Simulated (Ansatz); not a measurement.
Pulling on the In1–H2 bond in ClFHIn (SMILES [F][InH][Cl]) (multiplicity 1 held, fragments rigid). Energies count from the point at 1.694 Å.
Geometry at that point (charge 0, multiplicity 1):
```xyz
4

In    -0.09475    -0.41823     0.20223
H     -1.02124    -1.81325     0.45446
F      1.57815    -0.11257     1.16386
Cl    -0.50233     1.37174    -1.22580
```

Restricted levels (R-, RO-) in cc, def2 and unpolarised 6-31G sets keep to the state of the molecule at rest. Unrestricted levels (U-) break spin symmetry where that is lower. Active spaces are followed from a long bond inwards. Levels need not reach the same state.

Frozen-core correlation. Filled d and f shells under p-block atoms count as core.

Programs: Ansatz (Gaussian orbitals).  In def2 rows elements past Kr take small-core potentials, without spin–orbit coupling.

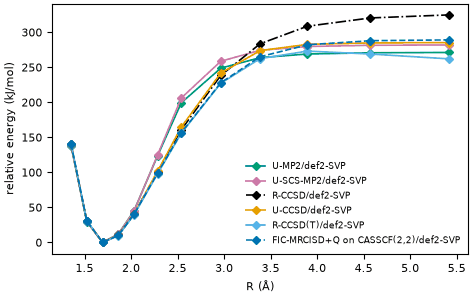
Figure: Relative energy along the coordinate

Doubts at one or more of the structures used: a spin-contaminated determinant (U-MP2/def2-SVP, U-SCS-MP2/def2-SVP, U-CCSD/def2-SVP); a restricted determinant that unrestricted orbitals would lower (R-CCSD/def2-SVP, R-CCSD(T)/def2-SVP); other coupled-cluster roots lie near (R-CCSD/def2-SVP, R-CCSD(T)/def2-SVP); T1 above 0.05 (U-CCSD/def2-SVP).

Ansatz is a first-principles code.
